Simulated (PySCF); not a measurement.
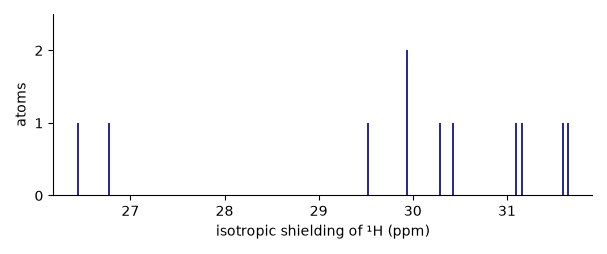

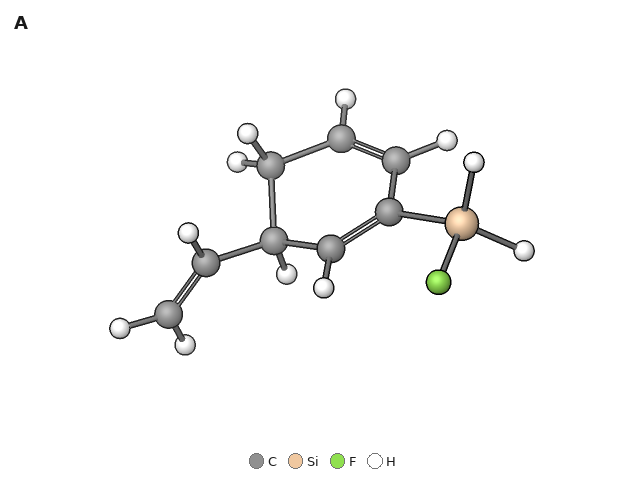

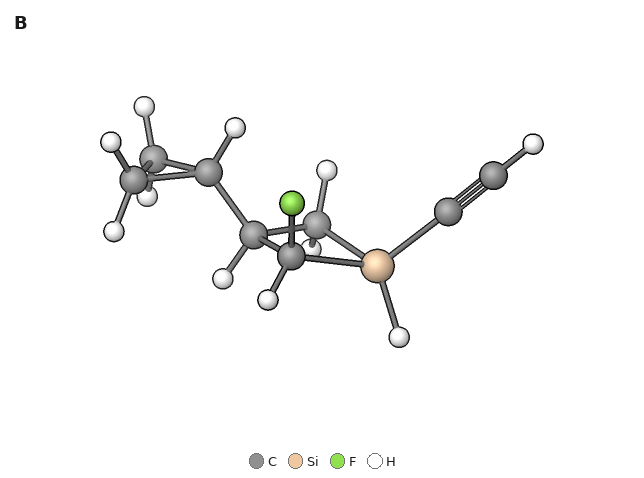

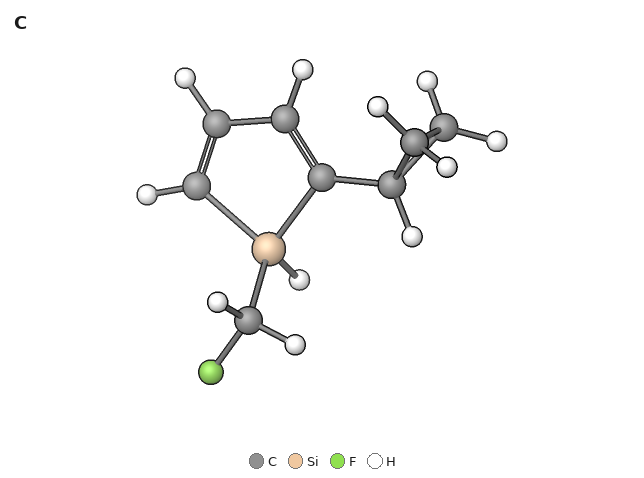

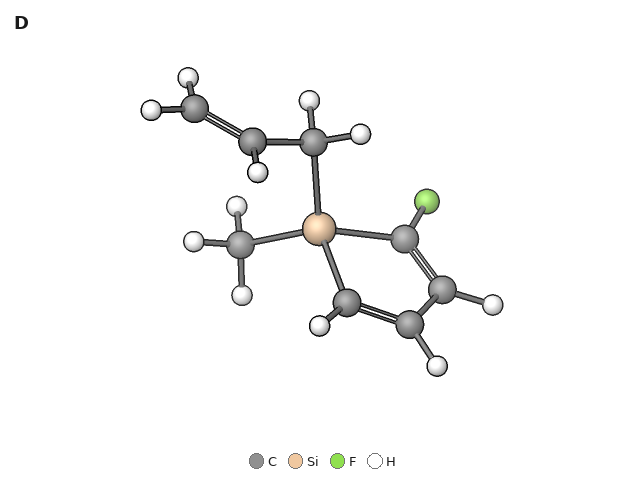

The sticks are computed shieldings of one of the molecules, for one fixed geometry (GFN2-xTB) without averaging over rotations. Low shielding means a high chemical shift. Method: GIAO PBE0/pcSseg-1 NMR shielding, non-relativistic, gas phase (PySCF 2.14.0).

> Match the spectrum to a structure.

B, `C#C[Si@@H]1C[C@H](C2CC2)[C@@H]1F`. Its 11 H atoms give lines at 26.44, 26.77, 29.52, 29.94 (2 atoms), 30.29, 30.42, 31.10, 31.16, 31.60, 31.65 ppm.

The geometry is semi-empirical. Around Si such bond lengths and angles can be off by a tenth of an ångström or more and by several degrees, and values that hang on the shape move with them.
